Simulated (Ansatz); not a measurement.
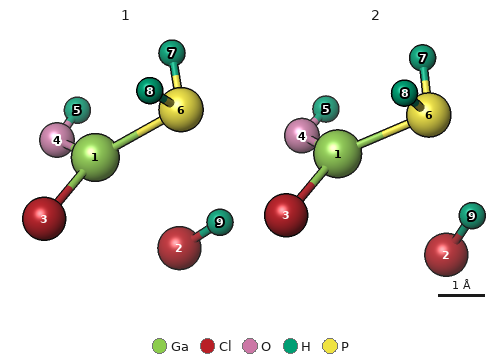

Two geometries of GaPH₄OCl₂, drawn at one scale. One is the start of a relaxation, the other its converged end. A ball-and-stick model, seen at a tilt.

Theory: RKS PBE0/def2-SVP (Ansatz). Set-up: no spin polarisation; force threshold 0.03 eV/Å; at most 50 steps.

Question: Which one is relaxed?

Answer: Structure 1 is the relaxed one. The run prepares an end point of a later path (reaction) calculation, from a guessed geometry. The energy falls by 0.069 eV in 7 accepted moves (9 points after the start). The largest force component goes from 1 to 0.0079 eV/Å. The line search rejected the trial steps at points 3, 7 of the run. Cl2 moves most after the best rigid fit: 0.40 Å. Largest moves by element: Cl 0.40 Å, Ga 0.19 Å, H 0.16 Å, O 0.15 Å, P 0.15 Å. Near-neighbour distances that change, for instance: Ga1–Cl2 3.437 → 2.900 Å, Cl2–H9 1.335 → 1.294 Å, Ga1–P6 2.296 → 2.323 Å, Ga1–Cl3 2.140 → 2.152 Å. The run took 23 s on 4 threads of Intel(R) Xeon(R) Platinum 8488C (Sapphire Rapids) (shared host), peak memory 0.36 GiB.

Limits of the set-up: the start holds two separate molecules, 2.6 Å apart at their closest, whose relative position is a soft coordinate and is computed without a dispersion correction.
